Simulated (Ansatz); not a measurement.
**C4H10OSi: molecular dynamics**

The plan is to follow the molecule's vibrations and see whether its bonds hold. The start is relaxed first. Runs: 40 steps of 2 fs under a Nosé-Hoover thermostat at 400 K. SMILES of the start: CC1(C)OC[SiH2]1.

Program: Ansatz 0.2.0. Level of theory: RKS PBE/STO-3G. These are calculated values, not measurements.

## 1. Starting point

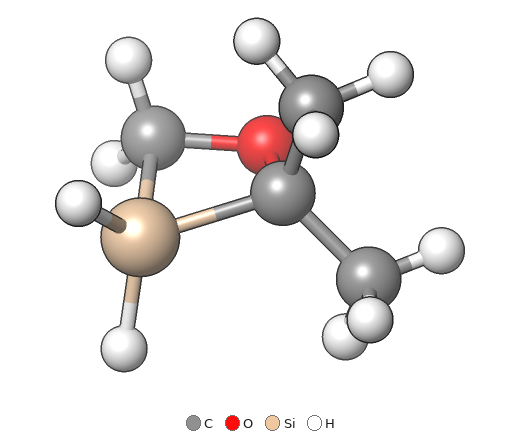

Start, viewed from a chosen angle; carbon grey, oxygen red, silicon light orange, hydrogen white.

Coordinates:

```xyz
16

C    -0.4149   -1.6266    0.7412
C     0.0991   -0.3267    0.0868
C     1.5382   -0.1009    0.4132
O    -0.0241   -0.3490   -1.3486
C    -0.4869    1.0015   -1.5970
Si   -1.0038    1.2132    0.1970
H    -0.4269   -1.5077    1.8270
H    -1.4554   -1.7647    0.4065
H     0.1357   -2.4425    0.4942
H     2.1718   -0.9731    0.1630
H     1.9878    0.7637   -0.0711
H     1.7288    0.0591    1.5204
H    -1.3454    1.1030   -2.3280
H     0.3304    1.6302   -1.8930
H    -2.4409    0.9024    0.4883
H    -0.4164    2.3955    0.9444
```

## 2. Relaxing the start

input.yaml

```yaml
crystal:
  periodic: [false, false, false]
  atoms:
    - { symbol: C, position_ang: [-0.4149, -1.6266, 0.7412] }
    - { symbol: C, position_ang: [0.0991, -0.3267, 0.0868] }
    - { symbol: C, position_ang: [1.5382, -0.1009, 0.4132] }
    - { symbol: O, position_ang: [-0.0241, -0.349, -1.3486] }
    - { symbol: C, position_ang: [-0.4869, 1.0015, -1.597] }
    - { symbol: Si, position_ang: [-1.0038, 1.2132, 0.197] }
    - { symbol: H, position_ang: [-0.4269, -1.5077, 1.827] }
    - { symbol: H, position_ang: [-1.4554, -1.7647, 0.4065] }
    - { symbol: H, position_ang: [0.1357, -2.4425, 0.4942] }
    - { symbol: H, position_ang: [2.1718, -0.9731, 0.163] }
    - { symbol: H, position_ang: [1.9878, 0.7637, -0.0711] }
    - { symbol: H, position_ang: [1.7288, 0.0591, 1.5204] }
    - { symbol: H, position_ang: [-1.3454, 1.103, -2.328] }
    - { symbol: H, position_ang: [0.3304, 1.6302, -1.893] }
    - { symbol: H, position_ang: [-2.4409, 0.9024, 0.4883] }
    - { symbol: H, position_ang: [-0.4164, 2.3955, 0.9444] }
basis:
  gaussian: { orbitals: STO-3G }
hamiltonian:
  xc: pbe
relax:
  f_tol: 0.02
  max_steps: 40
scf:
  lower_state_search: "off"
output:
  orbitals: {}
```

On the command line:

```sh
ansatz run input.yaml --threads 1 --pin off --max-ram 2048MiB --backend cpu --events-out ev --progress --plain --runs-dir out
```

After this run come: Dynamics.

Q: Predict the outcome of this session. Wanted: relaxation of the start; temperature, first and last step; temperature, second half; potential energy, second half; largest change of the conserved energy; bonds formed or broken.

**Answer**, as computed:

```
                              quantity                          value
               relaxation of the start        9 moves, 0.813 eV lower
                                length               40 steps of 2 fs
      temperature, first and last step                  400 and 325 K
              temperature, second half  mean 272 K, from 169 to 418 K
         potential energy, second half    +39 meV/atom from the start
largest change of the conserved energy                  9.94 meV/atom
                bonds formed or broken                              0
```

In words: Against a set 400 K the second half averages 272 K with a spread of 70 K; 39 meV/atom has gone into potential energy, and a thermostat that acts over some 50 fs has not made it up in 80 fs. The conserved energy strays from its start by at most 9.94 meV/atom, 36 % of the mean kinetic energy, which is poor: the step of 2 fs is too long for the fastest motion. No bond forms or breaks. 80 fs on 16 atoms is far too short and small for converged averages. The nuclei move classically, without zero-point motion, which matters most for hydrogen. The basis is very small, so the numbers are rough.
